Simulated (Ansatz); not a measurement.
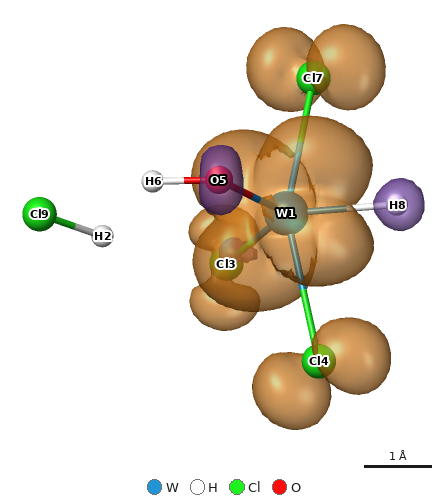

Cl$_{3}$H$_{2}$OW···HCl (doublet). Isosurfaces of the spin density at +0.015 (orange) and −0.015 e/Å³ (purple), seen from one side.

Core potentials replace the inner electrons of W; not at a stationary point (largest force 0.6 eV/Å).

These are results of UKS PBE/def2-SVP in Ansatz, not measurements.

```yaml
atoms:
  - { symbol: W, position_ang: [-0.1399, -0.0028, -0.3315] }
  - { symbol: H, position_ang: [0.4678, -0.0283, 2.5303] }
  - { symbol: Cl, position_ang: [1.8949, 0.0242, 0.8359] }
  - { symbol: Cl, position_ang: [0.1859, 2.2635, -0.7405] }
  - { symbol: O, position_ang: [-1.7819, -0.0223, 0.4762] }
  - { symbol: H, position_ang: [-1.8484, -0.0371, 1.4727] }
  - { symbol: Cl, position_ang: [0.2424, -2.2614, -0.7348] }
  - { symbol: H, position_ang: [-0.2354, -0.0052, -2.0162] }
  - { symbol: Cl, position_ang: [-0.6124, -0.0568, 3.3415] }
```

**Describe the spin distribution.**

The unpaired spin (1 electron) lies mostly on W1 (about 0.8), Cl7 (about 0.1) and Cl4 (about 0.1), in electrons by Hirshfeld's partition.
